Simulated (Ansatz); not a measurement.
```xyz
4

Ag   -0.0598    0.1696   -0.8794
C     0.0781   -0.2188    1.1317
O     0.1503   -0.4311    2.2301
H    -0.1686    0.4804   -2.4824
```

Geometry: PBE0-D4/def2-TZVP; core potentials replace the inner electrons of Ag.

Theory: RKS PBE0-D4/def2-TZVP in Ansatz 0.2.0.

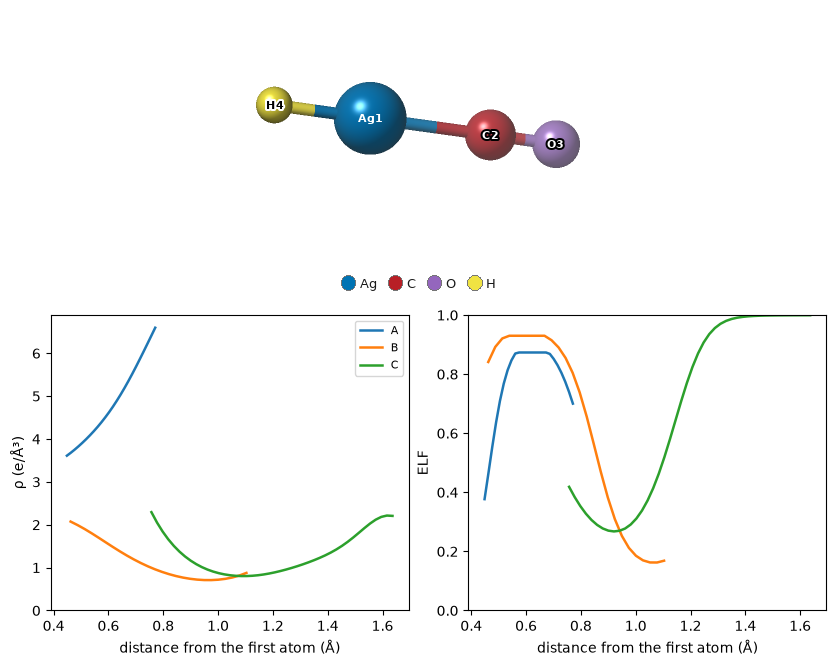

CHAgO (Ag(CO)H). Electron density and electron localisation function along straight lines between neighbouring atoms. The curves leave out the atomic cores. The structure is drawn too.

Which curve belongs to which contact (Ag–H, C–Ag and C–O)? The first atom named is at distance zero.

Answer. Curve A: C–O (1.12 Å): the density is about 4.3 e/Å³ at the midpoint; the ELF peaks at about 0.85 between the atoms; a multiple bond. Curve B: C–Ag (2.05 Å): the density is about 0.74 e/Å³ at the midpoint; the ELF peaks at about 0.95 in the valence shell of C, 0.5 Å from its nucleus, and is about 0.15 at the midpoint. Curve C: Ag–H (1.64 Å): ρ is about 1.7 e/Å³ halfway; the ELF climbs to about 1 towards the hydrogen.
